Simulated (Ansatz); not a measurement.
# UB3LYP/6-31G(d) (Cartesian functions) run of GeNH3Cl (SMILES [NH2][GeH][Cl])

Aim: the energy change on altering one bond length of GeNH3Cl at UB3LYP/6-31G* (Cartesian functions), from 2 runs. 

Program for the calculation: Ansatz 0.2.0.

72 further runs of the same task are left out: 72 set aside as unsound or not needed.

## (1) The molecule

GeNH3Cl: 6 atoms, total charge 0, spin state doublet. As SMILES, `[NH2][GeH][Cl]`. The coordinates come from a PBE0-D4/def2-TZVP relaxation. This is one conformer, not always the lowest.

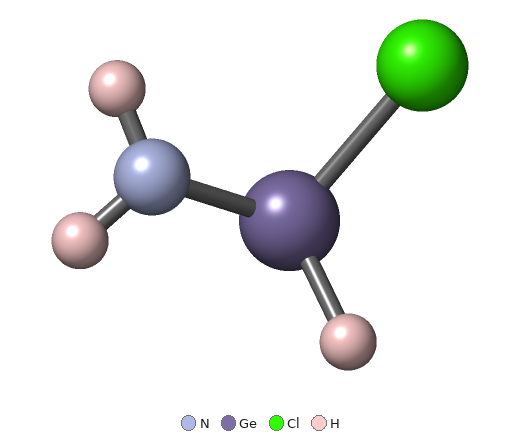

Viewed from a chosen angle; nitrogen light blue, germanium purple, chlorine green, hydrogen pink.

## (2) A single-point energy at UB3LYP/6-31G(d) (Cartesian functions)

The input, molecule.yaml:

```yaml
crystal:
  periodic: [false, false, false]
  atoms:
    - {symbol: N, position_ang: [-0.446300, 0.317900, -0.788300]}
    - {symbol: Ge, position_ang: [0.075400, -0.151000, 0.908100]}
    - {symbol: Cl, position_ang: [1.243000, -1.956900, 0.623300]}
    - {symbol: H, position_ang: [-0.984500, 1.171200, -0.861400]}
    - {symbol: H, position_ang: [-0.888700, -0.414300, -1.327200]}
    - {symbol: H, position_ang: [1.043200, 0.969100, 1.399300]}
basis:
  gaussian:
    orbitals: "6-31G*"
output: {orbitals: {seedname: orbitals}}
accuracy: high
hamiltonian:
  xc: {name: B3LYP}
magnetization:
  spin_polarized: true
  initial_magnetization: 1
```

Started as:

```sh
$ ansatz run molecule.yaml --threads 1 --pin off --max-ram 3480MiB --events-out events.jsonl --progress --plain --runs-dir runs
```

The log of the run:

```text
Warning: RAYON_NUM_THREADS=1 ignored (pool sized by the plan → 1); use --threads N
Functional definition: B3LYP
  name "B3LYP"
  parameter a0 = 0.2
  parameter ax = 0.72
  parameter ac = 0.81
  exchange = (1 - a0 - ax)*slater_x + ax*b88_x + a0*exact_x
  correlation = (1 - ac)*vwn_rpa_c + ac*lyp_c
1501 factors; integrals over basis functions are off by at most 4.7e-9 eV
mean field evaluation 1: about -70567.2776 eV, gradient 4.0e1 eV
mean field evaluation 2: about -70541.6735 eV, gradient 7.6e1 eV
mean field evaluation 4: about -70573.4861 eV, gradient 4.2e0 eV
mean field evaluation 8: about -70573.6595 eV, gradient 1.5e-1 eV
mean field evaluation 16: about -70573.6597 eV, gradient 1.4e-4 eV
mean field -70573.65970876 eV, -2593.5341577524 hartree, gradient 3.1e-8 eV, S^2 0.753462; 0 other end points of the search recorded, 0 dependent functions left out
reference -70573.65974449 eV, -2593.5341590654 hartree; 30, 29 occupied and 45, 46 virtual orbitals, 1501 factors
Total energy: -70573.65974449 eV, -2593.5341590654 hartree
```

It took 14 s on 1 thread of Arm Neoverse V1, shared host; peak memory 0.35 GiB.

## (3) The distorted shape at the same level

The input, in.yaml:

```yaml
crystal:
  periodic: [false, false, false]
  atoms:
    - {symbol: "N", position_ang: [-0.313572, 0.537573, -0.626620]}
    - {symbol: Ge, position_ang: [0.208128, 0.068673, 1.069780]}
    - {symbol: Cl, position_ang: [1.375728, -1.737227, 0.784980]}
    - {symbol: H, position_ang: [-0.851772, 1.390873, -0.699720]}
    - {symbol: H, position_ang: [-0.888700, -0.414300, -1.327200]}
    - {symbol: H, position_ang: [1.175928, 1.188773, 1.560980]}
basis:
  gaussian:
    orbitals: "6-31G*"
accuracy: high
magnetization:
  spin_polarized: true
  initial_magnetization: 1
hamiltonian:
  xc: {name: B3LYP}
output:
  orbitals: {seedname: orbitals}
```

Started as:

```sh
$ ansatz run in.yaml --threads 1 --pin off --max-ram 3480MiB --events-out events.jsonl --progress --plain --runs-dir runs
```

The log of the run:

```text
Warning: RAYON_NUM_THREADS=1 ignored (pool sized by the plan → 1); use --threads N
[... 7 set-up lines as earlier in the session ...]
1507 factors; integrals over basis functions are off by at most 4.6e-9 eV
mean field evaluation 1: about -70566.2878 eV, gradient 3.9e1 eV
mean field evaluation 2: about -70538.5847 eV, gradient 7.7e1 eV
mean field evaluation 4: about -70572.3903 eV, gradient 4.4e0 eV
mean field evaluation 8: about -70572.5632 eV, gradient 1.6e-1 eV
mean field evaluation 16: about -70572.5634 eV, gradient 4.8e-4 eV
mean field -70572.56341455 eV, -2593.4938696833 hartree, gradient 1.4e-8 eV, S^2 0.753996; 0 other end points of the search recorded, 0 dependent functions left out
reference -70572.56345023 eV, -2593.4938709942 hartree; 30, 29 occupied and 45, 46 virtual orbitals, 1507 factors
Total energy: -70572.56345023 eV, -2593.4938709942 hartree
```

Run time: 14 s. Hardware: 1 thread of Arm Neoverse V1, shared host; peak memory 0.35 GiB.

## (4) Outcome

Level: UB3LYP/6-31G* (Cartesian functions).

| quantity | value |
| --- | --- |
| first shape: total energy | -2593.53416 Eh |
| first shape: HOMO energy (highest over α and β) | -5.69 eV |
| first shape: LUMO energy (lowest over α and β) | -3.15 eV |
| first shape: ⟨S²⟩ | 0.753 |
| distorted shape: total energy | -2593.49387 Eh |
| distorted shape: HOMO energy (highest over α and β) | -5.65 eV |
| distorted shape: LUMO energy (lowest over α and β) | -3.11 eV |
| distorted shape: ⟨S²⟩ | 0.754 |
| energy change with the N1–H5 bond stretched from 1.011 to 1.314 Å | 1.096 eV |

What this shows: With the N1–H5 bond stretched from 1.011 to 1.314 Å the energy rises by 1.10 eV (106 kJ/mol). The first shape isn't relaxed at this level, so the change isn't measured from a minimum.
